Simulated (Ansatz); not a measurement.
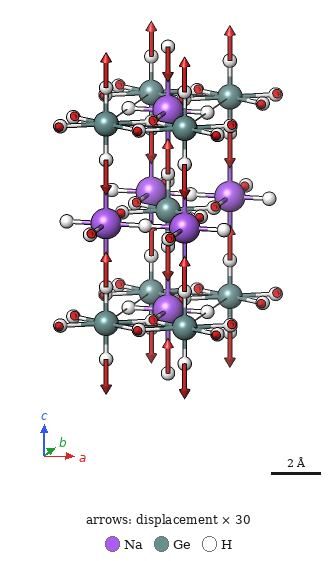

This is a relaxation of a crystal of NaGeH5 (built on the AlCrF5-71 type type). The starting structure is drawn; red arrows show the displacements (the part carried along by the change of the cell is left out), magnified 30 times.

Style: ball-and-stick. Shown: the conventional cell (2 times the calculation's cell), slightly off an axis. Lengths and directions refer to the drawn axes.

These are results of Ansatz, DFT, r2SCAN+rVV10, plane waves, PAW, not measurements. Settings: plane-wave cutoff 500 eV; k-point mesh 8 × 8 × 8; occupations fermi dirac; smearing width 0.03 eV; no spin polarisation; cell and atoms relaxed; force threshold 0.01 eV/Å; at most 120 steps.

Describe the change and its energy.

Answer. The largest moves relative to the cell, 0.051 Å, are those of H atoms. Ge and Na stay in place. The volume changes by −5.8 %, with a 3.396 → 3.389 Å (−0.2 %), b 6.912 → 6.817 Å (−1.4 %), c 8.454 → 8.092 Å (−4.3 %). Among the contacts that change: H–Na 2.696 → 2.530 Å, H–Na 2.463 → 2.413 Å, Ge–H 1.531 → 1.516 Å. The space group stays Immm (No. 71). The energy falls by 12.0 meV per cell of the calculation in 5 accepted moves (6 points after the start). The largest force component goes from 0.2 to 0.0021 eV/Å. The pressure goes from −0.70 to −0.01 GPa. The SCF was repeated once at an unchanged geometry on a basis and grid sized afresh for the cell, which shifted the energy by 1.0 meV per cell of the calculation at most. The run took 39 s on 4 threads of Arm Neoverse V2, on a shared host, peak memory 1.1 GiB.
